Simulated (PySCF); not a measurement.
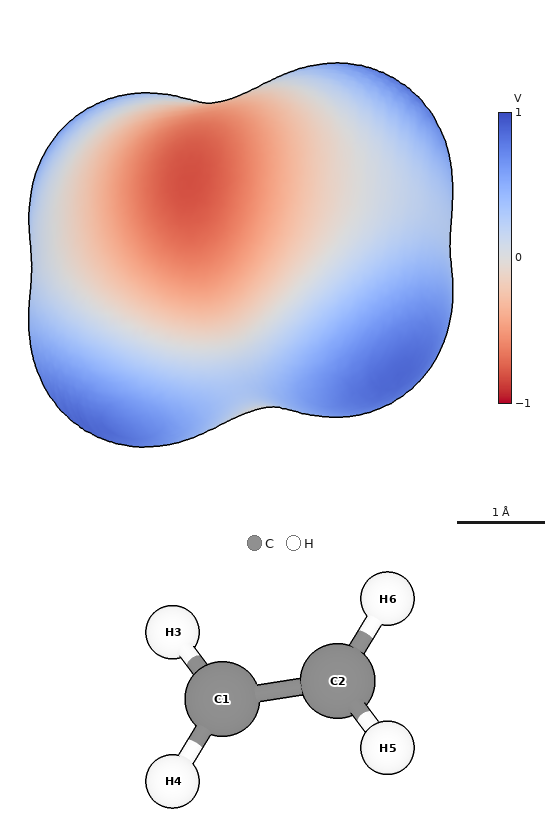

*C$_{2}$H$_{4}$ (ethylene). The molecular electrostatic potential painted on the density surface at 0.002 e/bohr³, seen at a tilt; the colour scale runs from red (negative) to blue (positive). The bare structure is drawn below in the same view.*

Geometry: PBE0-D3(BJ)/def2-SVP.

All numbers below come from DFT single point, gas phase, functional M06-2X in PySCF.

The calculation's input:

```
{"job": {"kind": "sp", "xc": "M06-2X", "basis": "def2-TZVP", "grid": 3}, "charge": 0, "multiplicity": 1}
C     -0.663145    -0.037698    -0.013767
C      0.665256     0.038829    -0.000570
H     -1.291271     0.847252     0.127173
H     -1.182607    -0.988777    -0.165921
H      1.293400    -0.846115    -0.141471
H      1.184698     0.989911     0.151626
```

Run with:

```sh
OMP_NUM_THREADS=1 python redox_run.py task.json out
```

Where is the surface potential most negative and most positive?

Answer. The most negative region (about −0.8 V) lies over the π face of C1 and C2, the most positive (about +0.8 V) over H3, H4, H5 and H6.
